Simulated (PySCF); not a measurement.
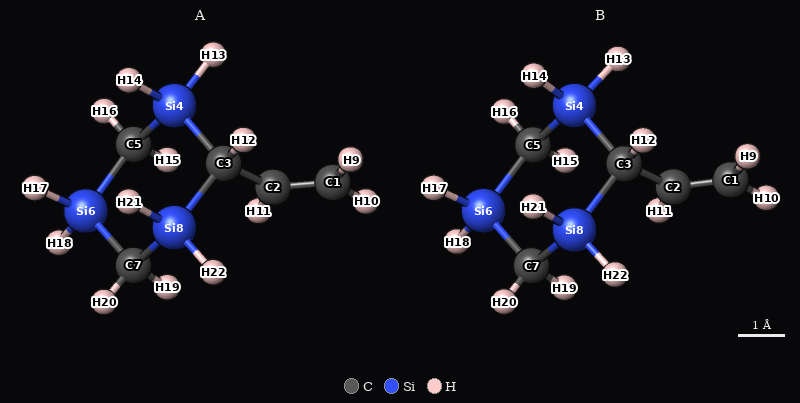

Two geometries of C5H14Si3, drawn at one scale. One is the start of a relaxation, the other its converged end. The picture is a ball-and-stick view, seen at a tilt.

The calculation used PBE0-D3(BJ)/def2-SVP geometry optimisation, gas phase (PySCF 2.14.0, density-fitted response routines). 

Question: Which geometry has the lower energy?

Answer: Structure A is the relaxed one. The start comes from GFN2-xTB. Its atoms were then displaced at random by about 0.01 Å. After 8 geometry steps the energy has fallen by 0.258 eV. H13 moves most after the best rigid fit: 0.16 Å. Largest moves by element: H 0.16 Å, C 0.08 Å, Si 0.05 Å. Near-neighbour distances that change, for instance: Si4–H14 1.452 → 1.498 Å, C1–C2 1.296 → 1.337 Å, C3–Si4 1.937 → 1.900 Å, Si6–H18 1.464 → 1.498 Å. Bond angles that change, for instance: C3–Si4–H13 105.8° → 109.7°, C5–Si4–H14 112.9° → 109.3°, H9–C1–H10 114.2° → 117.2°.
